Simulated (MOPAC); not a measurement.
# Excited-state calculation of BSi2PH8O (part 3 of 3)

Continued. System: BSi2PH8O. Method: INDO/S, RHF (MOPAC 23.2.5). The geometry was optimised with PM7.

Geometry of the input (Å):
```
Si -2.4529  1.3512  1.3372
O  -1.1200  0.8131  0.6537
B  0.1742  0.6068  0.3987
P  0.7338  -0.5856  -1.2254
Si 2.2032  -1.0989  -1.5827
H  -2.1570  2.2212  2.4686
H  -3.2110  2.0947  0.3388
H  -3.2250  0.2036  1.7966
H  1.0725  1.0829  1.0220
H  -0.5961  -0.9881  -1.8032
H  2.8109  -0.9352  -2.9489
H  2.7683  -2.4758  -1.3679
H  3.2075  -0.3221  -0.7693
```

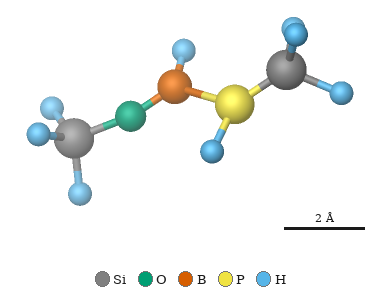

*The structure (ball-and-stick view, seen at a tilt).*

What the program printed, continued
```
State   13  8.2316     CI coeff  CI percent
    Config       2   0.07707714  0.00594089
    Config       6   0.10430060  0.01087862
    Config      13  -0.10787355  0.01163670
    Config      14   0.15120948  0.02286431
    Config      15   0.86336832  0.74540486
    Config      16   0.32230799  0.10388244
    Config      17  -0.17025127  0.02898550
    Config      24   0.04736748  0.00224368
    Config      26  -0.17836760  0.03181500
    Config      31  -0.04471312  0.00199926
    Config      39   0.06040558  0.00364883
    Config      50  -0.07030408  0.00494266
    Config      53   0.09369645  0.00877903
    Config      70  -0.04821682  0.00232486
 Total coeff printed             0.98534663

State   14  8.3569     CI coeff  CI percent
    Config       3  -0.04569560  0.00208809
    Config       5   0.04346372  0.00188910
    Config       8  -0.10807195  0.01167955
    Config      12  -0.04686282  0.00219612
    Config      13  -0.91958027  0.84562787
    Config      14  -0.04886798  0.00238808
    Config      15  -0.10080895  0.01016244
    Config      16  -0.06785842  0.00460476
    Config      17  -0.18226393  0.03322014
    Config      22   0.13722294  0.01883014
    Config      25  -0.10710833  0.01147219
    Config      26   0.05494237  0.00301866
    Config      27  -0.05091239  0.00259207
    Config      29   0.05427158  0.00294540
    Config      34   0.04978250  0.00247830
    Config      45  -0.04451640  0.00198171
    Config      47  -0.05458749  0.00297979
    Config      49  -0.04973304  0.00247338
    Config      51  -0.14003526  0.01960987
    Config      58   0.05244386  0.00275036
 Total coeff printed             0.98498803

State   15  8.4049     CI coeff  CI percent
    Config       5   0.19948559  0.03979450
    Config      14  -0.85063524  0.72358032
    Config      15   0.08857832  0.00784612
    Config      16   0.30096763  0.09058152
    Config      17   0.06384746  0.00407650
    Config      22  -0.13248953  0.01755348
    Config      26   0.10884439  0.01184710
    Config      30   0.16837519  0.02835020
    Config      34   0.12468220  0.01554565
    Config      47  -0.21641349  0.04683480
 Total coeff printed             0.98601018

State   16  8.5774     CI coeff  CI percent
    Config       2  -0.04014992  0.00161202
    Config       5   0.06464987  0.00417961
    Config       6  -0.06047111  0.00365676
    Config      13   0.04489084  0.00201519
    Config      14  -0.27916471  0.07793294
    Config      15   0.25185343  0.06343015
    Config      16  -0.75799578  0.57455761
    Config      21  -0.04341745  0.00188508
    Config      22   0.09252661  0.00856117
    Config      23   0.07738979  0.00598918
    Config      24  -0.04301527  0.00185031
    Config      26  -0.45177674  0.20410223
    Config      30   0.05138639  0.00264056
    Config      31   0.05511098  0.00303722
    Config      34   0.04146191  0.00171909
    Config      39  -0.04020860  0.00161673
    Config      47  -0.07272541  0.00528899
    Config      50  -0.04647718  0.00216013
    Config      53   0.08312301  0.00690943
    Config      56  -0.09197972  0.00846027
    Config      70  -0.08712119  0.00759010
 Total coeff printed             0.98919475

State   17  8.9807     CI coeff  CI percent
    Config       3   0.05065909  0.00256634
    Config       8   0.06942751  0.00482018
    Config       9   0.07431764  0.00552311
    Config      12  -0.34967374  0.12227173
    Config      13   0.21103123  0.04453418
    Config      14  -0.07299838  0.00532876
    Config      15  -0.10939390  0.01196702
    Config      16   0.06875186  0.00472682
    Config      17  -0.67945906  0.46166461
    Config      20  -0.40483670  0.16389275
    Config      22   0.32763790  0.10734659
    Config      25   0.05822002  0.00338957
    Config      27  -0.07995840  0.00639335
    Config      32  -0.10408932  0.01083459
    Config      35   0.04127041  0.00170325
    Config      36  -0.04842627  0.00234510
    Config      40   0.12446250  0.01549091
    Config      43   0.07587890  0.00575761
    Config      45  -0.04400356  0.00193631
    Config      66   0.04282115  0.00183365
 Total coeff printed             0.98432644

State   18  9.2634     CI coeff  CI percent
    Config       3   0.05115310  0.00261664
    Config       8   0.06889688  0.00474678
    Config       9   0.06896526  0.00475621
    Config      11   0.10214467  0.01043353
    Config      12  -0.27188963  0.07392397
    Config      13   0.06015141  0.00361819
    Config      15  -0.05236780  0.00274239
    Config      17  -0.31153115  0.09705166
    Config      18  -0.04095039  0.00167693
    Config      19  -0.11742520  0.01378868
    Config      20   0.73018701  0.53317306
    Config      23   0.38332246  0.14693611
    Config      25  -0.05329763  0.00284064
    Config      26   0.05952551  0.00354329
    Config      27   0.25002944  0.06251472
    Config      35  -0.10570050  0.01117260
    Config      57   0.04530068  0.00205215
    Config      58  -0.04468365  0.00199663
 Total coeff printed             0.97958417

State   19  9.3372     CI coeff  CI percent
    Config      10   0.19432647  0.03776278
    Config      11   0.16587694  0.02751516
    Config      18   0.80305383  0.64489546
    Config      19   0.41884163  0.17542831
    Config      20   0.04892538  0.00239369
    Config      21  -0.06164304  0.00379986
    Config      24  -0.15738675  0.02477059
    Config      25  -0.15834548  0.02507329
    Config      31  -0.17343426  0.03007944
    Config      33  -0.09519213  0.00906154
    Config      48  -0.05501288  0.00302642
    Config      50  -0.04021618  0.00161734
 Total coeff printed             0.98542389

State   20  9.3781     CI coeff  CI percent
    Config      10  -0.12780258  0.01633350
    Config      11  -0.19660105  0.03865197
    Config      17  -0.04497873  0.00202309
    Config      18  -0.42056515  0.17687504
    Config      19   0.82589822  0.68210787
    Config      20   0.09728790  0.00946494
    Config      24  -0.18138682  0.03290118
    Config      25  -0.04932929  0.00243338
    Config      31   0.06464554  0.00417905
    Config      33  -0.13211387  0.01745408
    Config      48  -0.05055981  0.00255629
 Total coeff printed             0.98498039

 -------------------------------------------------------------------------------
 INDO WRTCI=20 MAXCI=100 C.I.=20 1SCF CIS THREADS=1 AUX(PRECISION=6)
 BH8OPSi2
 [SiH3]OBP[SiH3]

     1SCF WAS SPECIFIED, SO BFGS WAS NOT USED
     SCF FIELD WAS ACHIEVED

                              INDO CALCULATION

          COSMO AREA              =        174.62 SQUARE ANGSTROMS
          COSMO VOLUME            =        171.10 CUBIC ANGSTROMS

          IONIZATION POTENTIAL    =          8.029460 EV
          HOMO LUMO ENERGIES (EV) =         -8.029  1.012
          NO. OF FILLED LEVELS    =         15
          MOLECULAR WEIGHT        =        122.0174         POINT GROUP:  C1

          MOLECULAR DIMENSIONS (Angstroms)

            Atom       Atom       Distance
            H    11    H     6     7.99947
            H     7    H    13     3.98607
            H     8    H     9     2.30075

          SCF CALCULATIONS        =          1

          WALL-CLOCK TIME         =      0.035 SECONDS
          COMPUTATION TIME        =      0.033 SECONDS

   ATOM   CHEMICAL          X               Y               Z
  NUMBER   SYMBOL      (ANGSTROMS)     (ANGSTROMS)     (ANGSTROMS)

     1      Si         -2.45286800  *   1.35124900  *   1.33724100  *
     2       O         -1.11995200  *   0.81310400  *   0.65374800  *
     3       B          0.17419200  *   0.60676600  *   0.39866100  *
     4       P          0.73384400  *  -0.58557300  *  -1.22535400  *
     5      Si          2.20324700  *  -1.09889500  *  -1.58265700  *
     6       H         -2.15696200  *   2.22123200  *   2.46856300  *
     7       H         -3.21099600  *   2.09466600  *   0.33881200  *
     8       H         -3.22501600  *   0.20356600  *   1.79655400  *
     9       H          1.07249500  *   1.08289200  *   1.02203700  *
    10       H         -0.59607000  *  -0.98810500  *  -1.80324800  *
    11       H          2.81087600  *  -0.93521200  *  -2.94890600  *
    12       H          2.76831900  *  -2.47578600  *  -1.36787200  *
    13       H          3.20753100  *  -0.32213000  *  -0.76933700  *

                             CARTESIAN COORDINATES

   1   Si       -2.452868000     1.351249000     1.337241000
   2    O       -1.119952000     0.813104000     0.653748000
   3    B        0.174192000     0.606766000     0.398661000
   4    P        0.733844000    -0.585573000    -1.225354000
   5   Si        2.203247000    -1.098895000    -1.582657000
   6    H       -2.156962000     2.221232000     2.468563000
   7    H       -3.210996000     2.094666000     0.338812000
   8    H       -3.225016000     0.203566000     1.796554000
   9    H        1.072495000     1.082892000     1.022037000
  10    H       -0.596070000    -0.988105000    -1.803248000
  11    H        2.810876000    -0.935212000    -2.948906000
  12    H        2.768319000    -2.475786000    -1.367872000
  13    H        3.207531000    -0.322130000    -0.769337000

           Empirical Formula: H8 O Si2 B P  =    13 atoms

      MOLECULAR POINT GROUP   :   C1

                  EIGENVALUES
 -40.88610 -27.68460 -22.92746 -20.21542 -18.84337 -17.20617 -15.95860 -15.44038
 -14.60254 -13.84307 -13.57818 -11.70673 -11.66745  -9.92723  -8.02946   1.01238
   1.14754   1.34466   2.09484   3.43942   3.90030   3.90541   3.96598   4.03219
   4.96712   5.50472   7.45418  10.46924

              NET ATOMIC CHARGES AND DIPOLE CONTRIBUTIONS

  ATOM NO.   TYPE          CHARGE      No. of ELECS.   s-Pop       p-Pop
    1         Si           0.464260        3.5357     1.09966     2.43608
    2          O          -0.407256        6.4073     1.50425     4.90301
    3          B           0.262825        2.7372     0.98605     1.75112
    4          P          -0.159223        5.1592     1.23468     3.92454
    5         Si           0.326332        3.6737     1.04397     2.62970
    6          H          -0.053856        1.0539     1.05386
    7          H          -0.052697        1.0527     1.05270
    8          H          -0.052825        1.0528     1.05283
    9          H          -0.054690        1.0547     1.05469
   10          H           0.015410        0.9846     0.98459
   11          H          -0.096834        1.0968     1.09683
   12          H          -0.100407        1.1004     1.10041
   13          H          -0.091039        1.0910     1.09104
 DIPOLE           X         Y         Z       TOTAL
 POINT-CHG.    -2.349     1.170     1.448     2.997
 HYBRID        -0.006    -0.491     0.202     0.531
 SUM           -2.355     0.679     1.651     2.955

          ATOMIC ORBITAL ELECTRON POPULATIONS

     Atom    s        px        py        pz
    1 Si   1.09966   0.73569   0.85725   0.84313
    2  O   1.50425   1.33895   1.77650   1.78756
    3  B   0.98605   0.70460   0.45610   0.59042
    4  P   1.23468   0.99259   1.57201   1.35994
    5 Si   1.04397   0.89320   0.86752   0.86898
    6  H   1.05386
    7  H   1.05270
    8  H   1.05283
    9  H   1.05469
   10  H   0.98459
   11  H   1.09683
   12  H   1.10041
   13  H   1.09104

 *                    *
 * JOB ENDED NORMALLY *
 *                    *

 TOTAL JOB TIME:             0.04 SECONDS

 == MOPAC DONE ==
```

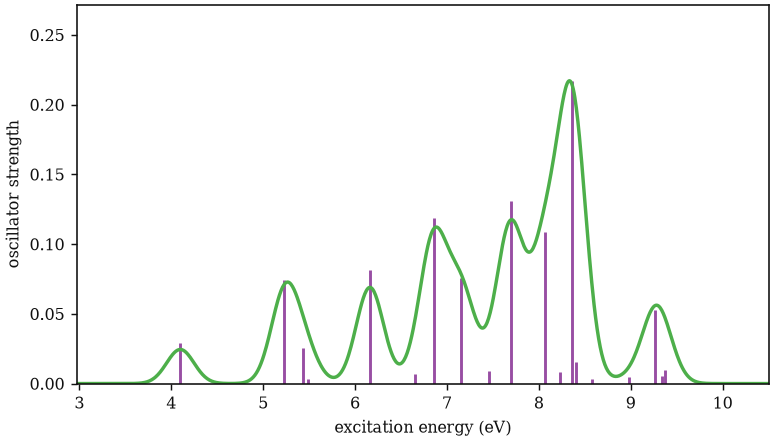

*Computed excitations as sticks (degenerate states added up, dark ones marked on the axis), with a Gaussian envelope of 0.35 eV full width at half maximum, scaled to the tallest.*

Of the 19 states the lowest lies at 4.10 eV (f = 0.029); the strongest line is at 8.36 eV, or 148 nm (f = 0.217).

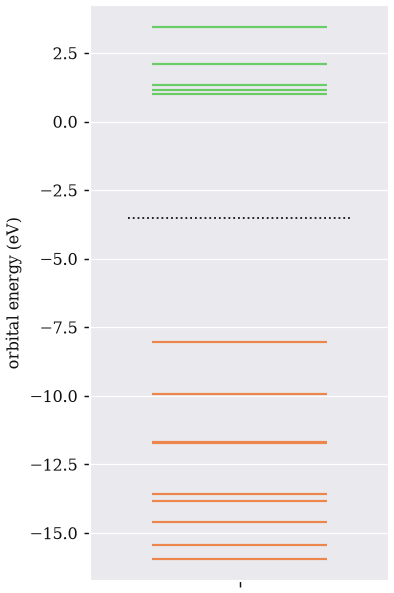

*Orbital energies near the frontier; the dotted line parts filled from empty levels, and levels within 0.02 eV of each other stand side by side.*

Highest filled −8.03 eV, lowest empty 1.01 eV, 9.04 eV apart.
